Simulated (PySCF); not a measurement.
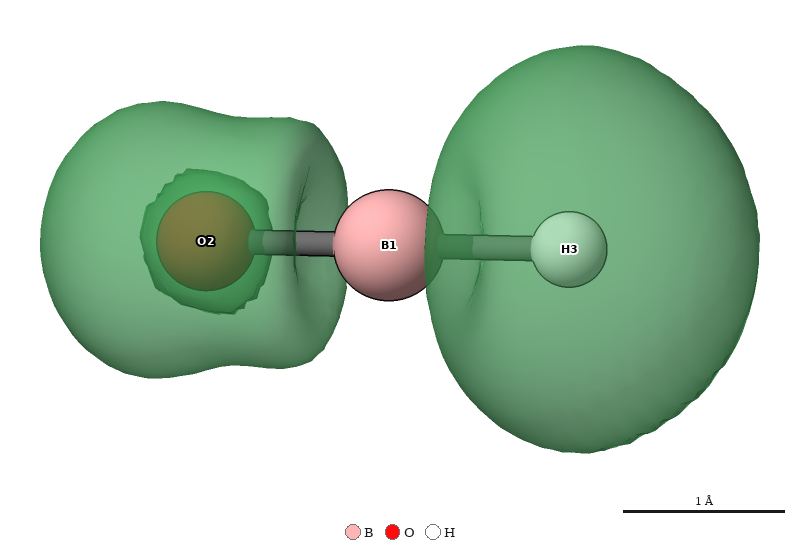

Figure. BHO (HBO). Isosurface of the electron localisation function at 0.75 (green), seen from one side. Only the valence region is drawn (cores and ρ < 0.01 e/Å³ removed).

Geometry: PBE0-D3(BJ)/def2-SVP.

Level of theory: PySCF, CAM-B3LYP/def2-SVPD, SCF density, gas phase.

```xyz
3

B     0.0022    0.0612   -0.0252
O     1.1855   -0.1340   -0.0323
H    -1.1665    0.2542   -0.0183
```

Describe the localisation domains.

The surface consists of one region around a hydrogen nucleus and one region wrapped around O (its lone pairs, merged into a ring or cap).

Values along the shortest contacts:
B–O (1.20 Å): the ELF peaks at about 0.85 between the atoms, as expected for a polar covalent bond. B–H (1.18 Å): the ELF climbs to about 1 towards the hydrogen, as it does in any bond to H (a covalent bond by its length).
